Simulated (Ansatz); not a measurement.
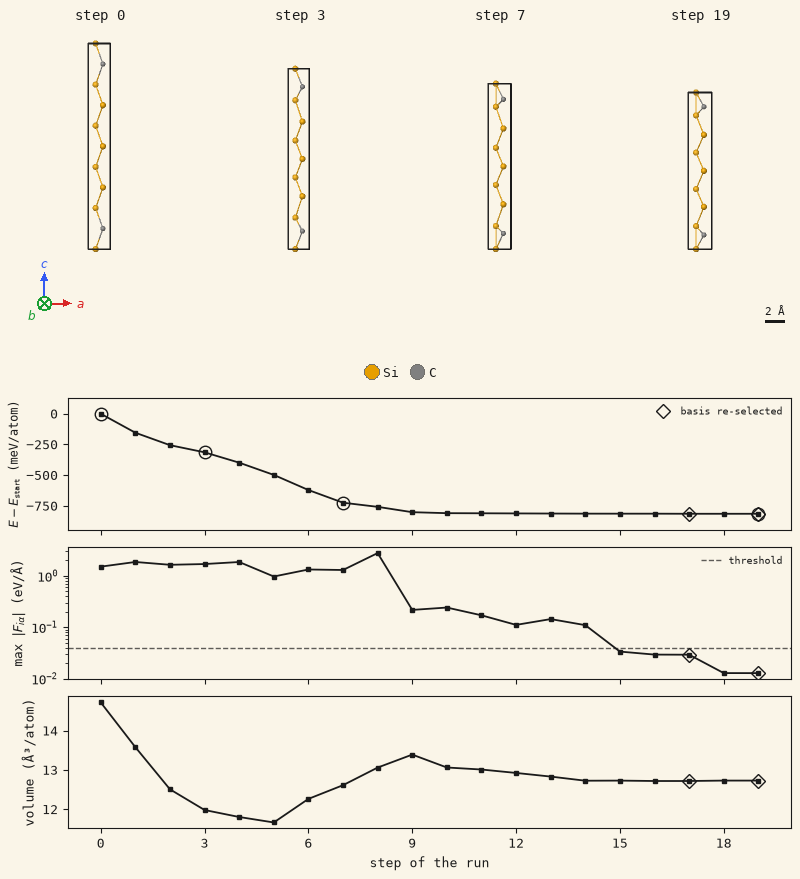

Frames of a relaxation of solid Si$_{4}$C (a generated structure, set up in P-6m2) (coarse preliminary run), marked on the history of the run. The picture is a ball-and-stick view of the cell of the calculation, seen along the b axis.

Theory: DFT PBE, scalar-relativistic, plane waves, PAW in Ansatz 0.2.0.

Input file:
```yaml
crystal:
  lattice:
    - [2.7564211, 0.0, 0.0]
    - [-1.37821055, 2.38713069, 0.0]
    - [0.0, 0.0, 22.37049985]
  atoms:
    - { symbol: Si, position: [0.33333333, 0.66666667, 0.0] }
    - { symbol: Si, position: [0.33333333, 0.66666667, 0.2] }
    - { symbol: Si, position: [0.33333333, 0.66666667, 0.4] }
    - { symbol: Si, position: [0.33333333, 0.66666667, 0.6] }
    - { symbol: Si, position: [0.33333333, 0.66666667, 0.8] }
    - { symbol: Si, position: [0.66666667, 0.33333333, 0.3] }
    - { symbol: Si, position: [0.66666667, 0.33333333, 0.5] }
    - { symbol: Si, position: [0.66666667, 0.33333333, 0.7] }
    - { symbol: C, position: [0.66666667, 0.33333333, 0.1] }
    - { symbol: C, position: [0.66666667, 0.33333333, 0.9] }
basis:
  ecutwfc: 420
kpoints:
  mp_grid: { grid: [6, 6, 1] }
hamiltonian:
  xc: pbe
scf:
  occupations: { method: gaussian, width: 0.1 }
  lower_state_search: "off"
output:
  forces: true
  stress: true
  eigenvalues: true
relax:
  adjacent_minimum: "off"
  f_tol: 0.04
  max_steps: 70
  cell: { stress_tol: 0.4 }
```

Run as
```bash
ansatz run input.yaml --threads 1 --pin off --max-ram 2560MiB --backend cpu --events-out ev --progress --plain --runs-dir out
```

What happens along the run?

Answer. The largest moves relative to the cell, 0.91 Å, are those of Si2 and Si5. Si5 goes along +c. Largest moves by element: Si 0.91 Å, C 0.16 Å. The drawn cell changes as follows: a = b 2.756 → 2.938 Å (+6.6 %), c 22.370 → 17.034 Å (−23.9 %); the volume changes by −13.5 %. Near-neighbour distances that change, for instance: Si1–Si2 4.474 → 2.494 Å, Si2–C9 2.745 → 1.945 Å, Si1–C10 2.745 → 2.292 Å, Si1–Si1 2.756 → 2.938 Å. Bond angles that change, for instance: Si6–Si3–Si7 109.1° → 98.2°, Si3–Si7–Si4 109.1° → 98.9°, Si3–Si6–Si3 60.3° → 69.7°. The space group stays P-6m2 (No. 187). After 17 accepted moves (19 points after the start) the energy has fallen by 814 meV per atom. The largest force component goes from 1.5 to 0.013 eV/Å. Pressure: −9.63 GPa at the start and 0.05 GPa at the end. At 2 points the geometry stayed and the basis and grid were re-selected for the new cell (energy shift of 0.8 meV per atom at most each time). Cost: 43 s on 1 thread of Intel(R) Xeon(R) Platinum 8488C (Sapphire Rapids), with other jobs on the host, peak memory 0.41 GiB. From step 0 to 3: Si atoms move most (0.50 Å), volume −18.6 %, energy −314 meV per atom. From step 3 to 7: Si atoms move most (0.63 Å), volume +5.3 %, energy −410 meV per atom. From step 7 to 19: Si atoms move most (0.11 Å), volume +0.9 %, energy −90.1 meV per atom.

```csv
step,"E − E(0), meV/atom","largest force component, eV/Å","pressure, GPa","volume, Å³/atom",note
0,0.00,1.5171,-9.63,14.720,
1,-154.36,1.8705,-6.34,13.581,
2,-255.75,1.6487,1.02,12.509,
3,-313.84,1.7051,6.41,11.983,
4,-398.08,1.8682,9.90,11.805,
5,-497.71,0.9751,13.84,11.666,
6,-620.73,1.3354,7.41,12.266,
7,-723.94,1.3057,7.15,12.614,
8,-757.59,2.7855,2.88,13.062,
9,-801.15,0.2181,-4.16,13.392,
10,-809.12,0.2426,-0.44,13.064,
11,-810.02,0.1713,-0.28,13.013,
12,-811.13,0.1115,-0.16,12.926,
13,-812.13,0.1446,-0.11,12.833,
14,-812.96,0.1102,0.03,12.728,
15,-813.18,0.0337,-0.16,12.731,
16,-813.24,0.0294,0.10,12.720,
17,-814.01,0.0293,0.17,12.720,"same geometry, new basis"
18,-814.06,0.0129,0.05,12.731,
19,-814.07,0.0128,0.05,12.731,"same geometry, new basis"
```

Limits of the set-up: the k-point mesh is coarse for a cell with partly filled bands.
